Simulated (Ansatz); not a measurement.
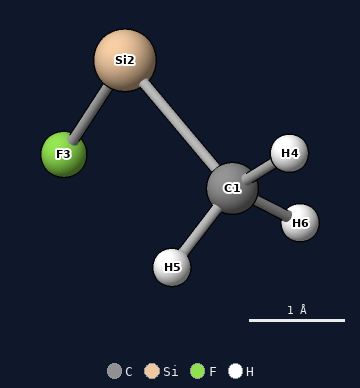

Figure 1. The structure as given in the input (ball-and-stick view, seen at a tilt; atoms are numbered from 1 in the order of the input).

# What a change does: single-point calculation on CH3FSi

System: CH3FSi, SMILES C[Si]F.
Method of run 1: RKS wB97M-V/def2-TZVPP (Ansatz 0.2.0).

The geometry: displaced from a GFN2-xTB structure. Text and figures count atoms from 1; the logs count them from 0 in places.

**Input, run 1**
```yaml
crystal:
  periodic: [false, false, false]
  atoms:
    - {symbol: C, position_ang: [-0.294800, 0.369800, -0.190400]}
    - {symbol: Si, position_ang: [0.455200, -0.588900, 1.273200]}
    - {symbol: F, position_ang: [1.367700, -1.584600, 0.313000]}
    - {symbol: H, position_ang: [-0.992200, 1.151000, 0.138900]}
    - {symbol: H, position_ang: [0.532200, 0.821600, -0.756700]}
    - {symbol: H, position_ang: [-0.867500, -0.254800, -0.839000]}
basis:
  gaussian: {orbitals: def2-TZVPP}
hamiltonian: {xc: {name: wB97M-V}}
output: {forces: true}
```

Hardware: 4 CPU threads, shared host.

**Output (run 1)**
```
Functional definition: wB97M-V
  parameter omega = 0.3/bohr
  parameter cx = 0.15
  parameter cx01 = 1.007
  parameter cx10 = 0.259
  parameter css00 = 0.443
  parameter css04 = -1.437
  parameter css10 = -4.535
  parameter css20 = -3.390
  parameter css43 = 4.278
  parameter cos00 = 1.000
  parameter cos10 = 1.358
  parameter cos20 = 2.924
  parameter cos21 = -8.812
  parameter cos60 = -1.390
  parameter cos61 = 9.142
  parameter b = 6.0
  parameter c = 0.01
  gx(w, u) = 1 - cx + cx01*u + cx10*w
  gss(w, u) = css00 + css04*u^4 + css10*w + css20*w^2 + css43*w^4*u^3
  gos(w, u) = cos00 + cos10*w + (cos20 + cos21*u)*w^2 + (cos60 + cos61*u)*w^6
  exchange = spin_sum(e_x_unif_sr(omega)*gx(b97_w, b97_u_x)) + cx*exact_x_sr(omega) + exact_x_lr(omega)
  correlation = spin_sum(e_c_pw_mod_same_spin*gss(b97_w, b97_u_same))
      + integral(e_c_pw_mod_opposite_spin*gos(b97_w_opposite, b97_u_opposite)) + vv10(b, c)
804 factors; their error is unknown
181 factors; integrals over basis functions are off by at most 1.2e-5 eV
mean field evaluation 1: about -11676.0694 eV, gradient 5.0e1 eV
mean field evaluation 2: about -11676.7796 eV, gradient 5.1e1 eV
mean field evaluation 4: about -11681.0070 eV, gradient 1.9e0 eV
mean field evaluation 8: about -11681.0240 eV, gradient 6.7e-2 eV
mean field evaluation 16: about -11681.0281 eV, gradient 8.2e-5 eV
mean field -11681.02810740 eV, -429.2698652617 hartree, gradient 8.2e-5 eV, S^2 0.000000; 0 other end points of the search recorded, 0 dependent functions left out
the calculation of the forces begins
reference -11681.02814531 eV, -429.2698666550 hartree; 16, 16 occupied and 130, 130 virtual orbitals, 804 factors
Total energy: -11681.02814531 eV, -429.2698666550 hartree
Atom 0 at    -0.294800     0.369800    -0.190400 Å, force     0.128089     0.798801     1.003865 eV/Å
Atom 1 at     0.455200    -0.588900     1.273200 Å, force     0.319960    -0.377916    -1.026379 eV/Å
Atom 2 at     1.367700    -1.584600     0.313000 Å, force    -0.316650     0.329475     0.636488 eV/Å
Atom 3 at    -0.992200     1.151000     0.138900 Å, force     0.301243     0.044350    -0.007037 eV/Å
Atom 4 at     0.532200     0.821600    -0.756700 Å, force    -0.211865    -0.070650     0.021700 eV/Å
Atom 5 at    -0.867500    -0.254800    -0.839000 Å, force    -0.220778    -0.724060    -0.628638 eV/Å
Dipole moment:    -0.217859     0.239886     0.007707 e Å
```

The input of run 2 differs as follows (lines with − go, lines with + come):
```diff
-hamiltonian: {xc: {name: wB97M-V}}
+correlation: {method: ccsd_t}
```

Predict how the results change.

The total energies belong to different methods, so their difference says nothing on which is more stable or more accurate. The largest force goes from 1.289 to 1.310 eV/Å.

**Output (run 2)**
```
Functional definition: HF
  exchange = exact_x
  correlation = 0
864 factors; integrals over basis functions are off by at most 9.6e-4 eV
mean field evaluation 1: about -11645.4895 eV, gradient 3.7e1 eV
mean field evaluation 2: about -11645.4939 eV, gradient 3.7e1 eV
mean field evaluation 4: about -11648.4469 eV, gradient 3.2e0 eV
mean field evaluation 8: about -11648.4945 eV, gradient 4.7e-4 eV
mean field evaluation 16: about -11648.4904 eV, gradient 2.8e-1 eV
mean field -11648.49447263 eV, -428.0742762361 hartree, gradient 7.9e-6 eV, S^2 0.000000; 0 other end points of the search recorded, 0 dependent functions left out; unrestricted orbitals would lower it
7 core orbitals not correlated: weight in the atoms' cores, before any rotation towards them, 1.000 or more for the frozen orbitals, at most 0.000 for the correlated occupied ones
reference -11648.49447263 eV, -428.0742762361 hartree; 9, 9 occupied and 130, 130 virtual orbitals, 864 factors
second order -14.40858778 eV of doubles, -0.00000000 eV of singles
cycle   1  -14.67876820 eV  change   -2.7e-1 eV  update   9.3e-2
cycle   2  -15.04209309 eV  change   -3.6e-1 eV  update   3.3e-2
cycle   3  -15.15127359 eV  change   -1.1e-1 eV  update   1.9e-2
cycle   4  -15.14015859 eV  change    1.1e-2 eV  update   4.6e-3
cycle   5  -15.13773144 eV  change    2.4e-3 eV  update   2.0e-3
cycle   6  -15.13865057 eV  change   -9.2e-4 eV  update   6.2e-4
cycle   7  -15.13844236 eV  change    2.1e-4 eV  update   2.4e-4
cycle   8  -15.13838932 eV  change    5.3e-5 eV  update   7.6e-5
cycle   9  -15.13843807 eV  change   -4.9e-5 eV  update   3.0e-5
cycle  10  -15.13844285 eV  change   -4.8e-6 eV  update   1.1e-5
cycle  11  -15.13843849 eV  change    4.4e-6 eV  update   4.8e-6
cycle  12  -15.13844299 eV  change   -4.5e-6 eV  update   2.1e-6
perturbative correction -0.52091990 eV, -0.0191434533 hartree
the calculation of the forces begins
Total energy: -11664.15383552 eV, -428.6497472081 hartree
Atom 0 at    -0.294800     0.369800    -0.190400 Å, force     0.066305     0.878387     0.960867 eV/Å
Atom 1 at     0.455200    -0.588900     1.273200 Å, force     0.470249    -0.552990    -1.090491 eV/Å
Atom 2 at     1.367700    -1.584600     0.313000 Å, force    -0.385513     0.400408     0.772538 eV/Å
Atom 3 at    -0.992200     1.151000     0.138900 Å, force     0.267765     0.093227     0.006035 eV/Å
Atom 4 at     0.532200     0.821600    -0.756700 Å, force    -0.173979    -0.049200     0.004115 eV/Å
Atom 5 at    -0.867500    -0.254800    -0.839000 Å, force    -0.244827    -0.769832    -0.653065 eV/Å
Dipole moment:    -0.213863     0.235505     0.002312 e Å
```

**The two runs side by side**

```tsv
quantity	run 1	run 2
outcome	converged	converged
total energy (hartree)	−429.269867	−428.649747
dipole moment (D)	1.56	1.53
largest force (eV/Å)	1.289	1.310
basis functions	146	146
wall time (shared host)	2.6 s	36 s
```
